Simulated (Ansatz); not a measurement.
Starting cell, CsCdCl$_{3}$ (cubic perovskite):

```xyz
10
Lattice="10.2262 0.0000 0.0000 5.1131 5.1131 0.0000 5.1131 0.0000 5.1131" Properties=species:S:1:pos:R:3 pbc="T T T"
Cs     0.0000     0.0000     0.0000
Cs     5.1131     0.0000     0.0000
Cd    12.7828     2.5566     2.5566
Cd     7.6697     2.5566     2.5566
Cl    10.2262     2.5566     2.5566
Cl    15.3393     2.5566     2.5566
Cl    12.7828     0.0000     2.5566
Cl     7.6697     0.0000     2.5566
Cl    12.7828     2.5566     0.0000
Cl     7.6697     2.5566     0.0000
```

A phonon eigenvector at R = (0.5, 0.5, 0.5) is frozen into this cell: atom i moves by Q times the vector below, so Q is the largest atomic displacement, in Å. The cell is held. (q is in reciprocal vectors of the primitive cell; the cell shown is doubled to hold the pattern.)

```json
[
 {"atom": "Cl5", "x": "-1.000", "y": "0.000", "z": "0.000"},
 {"atom": "Cl6", "x": "1.000", "y": "0.000", "z": "0.000"},
 {"atom": "Cl7", "x": "0.000", "y": "-1.000", "z": "0.000"},
 {"atom": "Cl8", "x": "0.000", "y": "1.000", "z": "0.000"},
 {"atom": "Cl9", "x": "0.000", "y": "0.000", "z": "-1.000"},
 {"atom": "Cl10", "x": "0.000", "y": "0.000", "z": "1.000"}
]
```

Atoms not listed stay in place.

Level of theory: LDA (plane waves to 420 eV, PAW, scalar-relativistic; Ansatz, a program for electronic structure). k mesh 7×7×7 (Γ-centred), Fermi-Dirac smearing 0.05 eV. Energies are smeared free energies. Stress and pressure are positive under compression. CsCdCl3 was relaxed with its symmetry unable to fall. The zero of ΔE is the undisplaced structure.

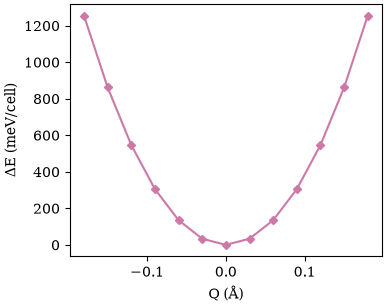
*ΔE (meV/cell) against Q (Å); one marker a computed point.*

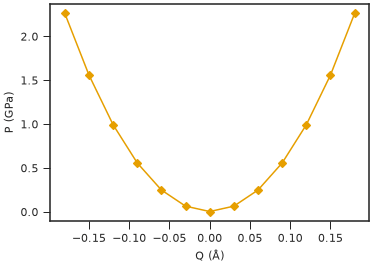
Figure: P (GPa) against Q (Å); one marker a computed point.

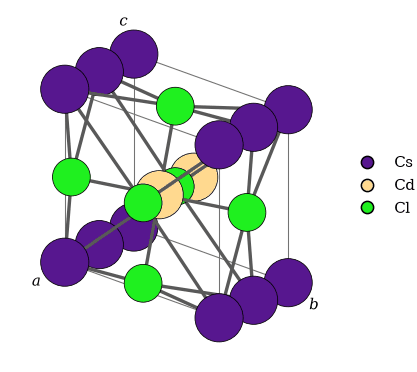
The cell of the calculation at Q = -0.180 Å.

The energy at Q = 0.180 Å comes out as 1256 meV/cell. Space group of the distorted cell: Fm-3m (No. 225), lowered from Pm-3m. Symmetry of the curve: even: the same for both signs. Harmonic wavenumber from the curvature (finite differences): 309 cm⁻¹. Wavenumber by perturbation theory (DFPT, on another k mesh): 309 cm⁻¹.

E″ = 74.66 eV/Å², M = Σ mᵢ|uᵢ|² = 212.7 u, ν̃ = 521.5·√(|E″|/M).

(A displaced cell: forces are minus the slopes of the energy, force constants its curvatures, and phonons follow from these.)
